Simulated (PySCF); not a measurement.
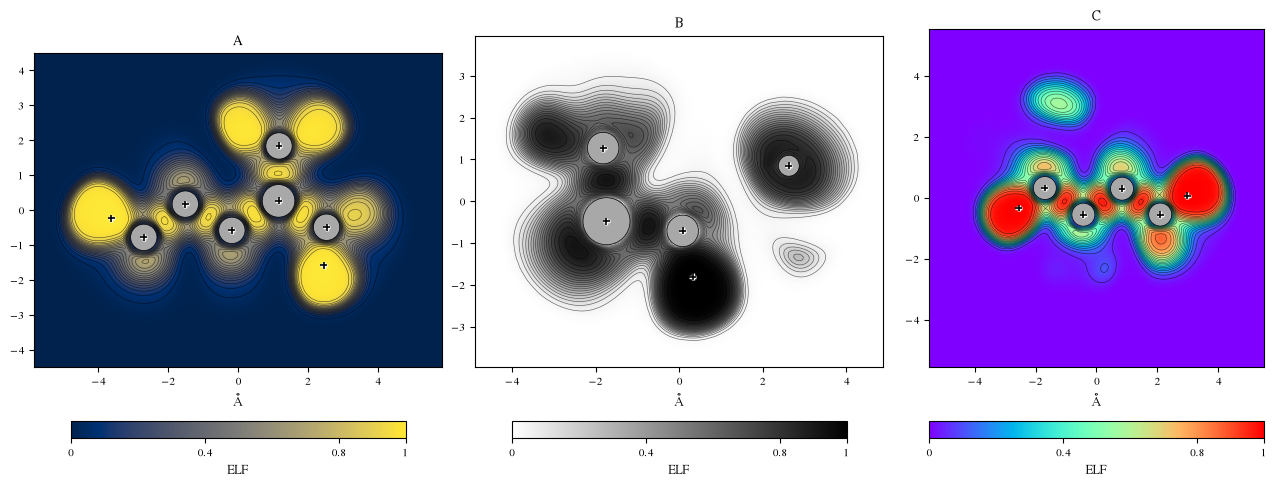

The ELF of 3 systems, each on a plane through atoms (crosses mark nuclei in the plane; grey discs cover the cores).

All numbers below come from PySCF 2.14.0, PBE0/pcSseg-1, SCF density, gas phase, non-relativistic.

System 1: C4H9FS (SMILES CSCCCF), the plane of atoms S2, C3 and H11. Geometry: GFN2-xTB, MD frame at 250 fs, 300 K.

```json
{"atom": "C", "x (Å)": "2.1634", "y (Å)": "0.2625", "z (Å)": "0.0216"}
{"atom": "S", "x (Å)": "1.4982", "y (Å)": "-1.3491", "z (Å)": "0.2515"}
{"atom": "C", "x (Å)": "-0.2302", "y (Å)": "-0.9139", "z (Å)": "0.6971"}
{"atom": "C", "x (Å)": "-0.8378", "y (Å)": "-0.3049", "z (Å)": "-0.5020"}
{"atom": "C", "x (Å)": "-2.1737", "y (Å)": "0.4421", "z (Å)": "-0.2191"}
{"atom": "F", "x (Å)": "-2.1037", "y (Å)": "1.4107", "z (Å)": "0.7341"}
{"atom": "H", "x (Å)": "2.1049", "y (Å)": "0.5667", "z (Å)": "-1.0302"}
{"atom": "H", "x (Å)": "3.2207", "y (Å)": "0.2670", "z (Å)": "0.1945"}
{"atom": "H", "x (Å)": "1.8004", "y (Å)": "0.9733", "z (Å)": "0.8028"}
{"atom": "H", "x (Å)": "-0.1431", "y (Å)": "-0.3091", "z (Å)": "1.5905"}
{"atom": "H", "x (Å)": "-0.7958", "y (Å)": "-1.8451", "z (Å)": "0.9800"}
{"atom": "H", "x (Å)": "-0.9639", "y (Å)": "-1.0532", "z (Å)": "-1.3013"}
{"atom": "H", "x (Å)": "-0.1696", "y (Å)": "0.4922", "z (Å)": "-0.9388"}
{"atom": "H", "x (Å)": "-2.4477", "y (Å)": "0.9046", "z (Å)": "-1.1537"}
{"atom": "H", "x (Å)": "-2.8837", "y (Å)": "-0.3123", "z (Å)": "0.1740"}
```

System 2: C5H14B2 (SMILES BCB(C)CCC), the plane of atoms B3, C5 and C6. Geometry: GFN2-xTB.

```yaml
atoms:
  - { symbol: B, position_ang: [-1.8757, 1.7287, -0.4462] }
  - { symbol: C, position_ang: [-1.5729, 0.7826, 0.7606] }
  - { symbol: B, position_ang: [-0.9122, -0.5302, 0.1660] }
  - { symbol: C, position_ang: [-1.8458, -1.7488, -0.2065] }
  - { symbol: C, position_ang: [0.6432, -0.6588, -0.0862] }
  - { symbol: C, position_ang: [1.5573, 0.4521, 0.4359] }
  - { symbol: C, position_ang: [3.0149, 0.2144, 0.0556] }
  - { symbol: H, position_ang: [-2.8871, 1.6340, -1.0297] }
  - { symbol: H, position_ang: [-1.0883, 2.5190, -0.8011] }
  - { symbol: H, position_ang: [-0.8900, 1.2531, 1.4657] }
  - { symbol: H, position_ang: [-2.4935, 0.5129, 1.2771] }
  - { symbol: H, position_ang: [-2.7226, -1.4256, -0.7647] }
  - { symbol: H, position_ang: [-2.2272, -2.2194, 0.6999] }
  - { symbol: H, position_ang: [-1.3490, -2.5269, -0.7823] }
  - { symbol: H, position_ang: [0.7843, -0.7318, -1.1714] }
  - { symbol: H, position_ang: [1.0028, -1.6162, 0.3062] }
  - { symbol: H, position_ang: [1.4770, 0.5068, 1.5241] }
  - { symbol: H, position_ang: [1.2321, 1.4105, 0.0291] }
  - { symbol: H, position_ang: [3.3687, -0.7294, 0.4667] }
  - { symbol: H, position_ang: [3.6484, 1.0130, 0.4367] }
  - { symbol: H, position_ang: [3.1268, 0.1770, -1.0266] }
```

System 3: C4H13NOSi, the plane of atoms C2, C3 and C5. Geometry: GFN2-xTB.

| atom | x (Å) | y (Å) | z (Å) |
| --- | --- | --- | --- |
| C | -2.1286 | 0.9412 | 0.9604 |
| C | -0.8775 | 0.7925 | 0.1047 |
| C | -0.4512 | -0.6701 | -0.0295 |
| N | -1.5205 | -1.4051 | -0.6924 |
| C | 0.8981 | -0.7964 | -0.7564 |
| Si | 2.3938 | -0.0994 | 0.1758 |
| O | 2.4929 | 1.4570 | -0.2914 |
| H | -2.9236 | 0.3179 | 0.5603 |
| H | -1.9285 | 0.6280 | 1.9827 |
| H | -2.4614 | 1.9765 | 0.9743 |
| H | -1.0680 | 1.1948 | -0.8934 |
| H | -0.0579 | 1.3631 | 0.5420 |
| H | -0.3551 | -1.1046 | 0.9732 |
| H | -1.6397 | -1.0582 | -1.6394 |
| H | -1.2890 | -2.3909 | -0.7517 |
| H | 0.8143 | -0.3129 | -1.7326 |
| H | 1.0776 | -1.8577 | -0.9488 |
| H | 2.2144 | -0.1888 | 1.6280 |
| H | 3.6230 | -0.8090 | -0.1961 |
| H | 3.1819 | 2.0327 | 0.0273 |

Match each panel to its system.

Panel A is system 2, C5H14B2: the plane holds C, B and H. C–C (1.53 Å): the ELF peaks at about 0.95 between the atoms; a covalent bond. Panel B is system 1, C4H9FS: the plane holds C, S, F and H. C–S (1.76 Å): the ELF peaks at about 0.95 between the atoms; a covalent bond. Panel C is system 3, C4H13NOSi: the plane holds C and H. C–C (1.52 Å): the ELF peaks at about 0.95 between the atoms; a shared electron pair.
